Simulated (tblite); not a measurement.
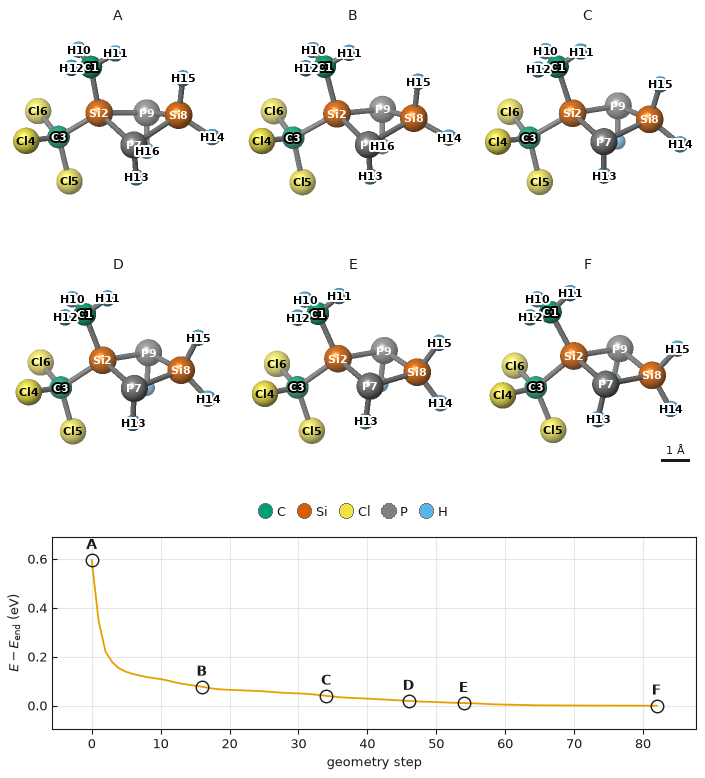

Frames of a relaxation of C2H7Cl3P2Si2, marked on the history of the run. The picture is a ball-and-stick view, seen at a tilt.

Computed with GFN2-xTB geometry optimisation, gas phase (tblite 0.8.0). 

> Describe the path.

The energy falls by 0.596 eV in 82 geometry steps. H15 moves most after the best rigid fit: 1.21 Å. Largest moves by element: H 1.21 Å, Cl 0.51 Å, P 0.50 Å, Si 0.46 Å, C 0.41 Å. Some distances before and after: Si2–C3 1.838 → 1.952 Å, P7–Si8 2.202 → 2.275 Å, Si8–P9 2.211 → 2.276 Å, C1–Si2 1.836 → 1.899 Å. Among the angles between lasting bonds that change: P7–Si2–P9 87.9° → 98.7°, C1–Si2–C3 115.0° → 106.1°, P7–Si8–P9 89.9° → 98.5°. Groups turn about Si2–P9 by about 30°, Si2–P7 by about 30°, Si8–P9 by about 25°. Cost: 2.4 s on 1 thread of Arm Neoverse N1, on a shared host. From step 0 to 16: H16 moves most (0.21 Å), energy −0.518 eV. From step 16 to 34: H14 moves most (0.31 Å), energy −0.037 eV. From step 34 to 46: H15 moves most (0.33 Å), energy −0.021 eV. From step 46 to 54: H15 moves most (0.29 Å), energy −0.009 eV. From step 54 to 82: H14 moves most (0.29 Å), energy −0.011 eV.
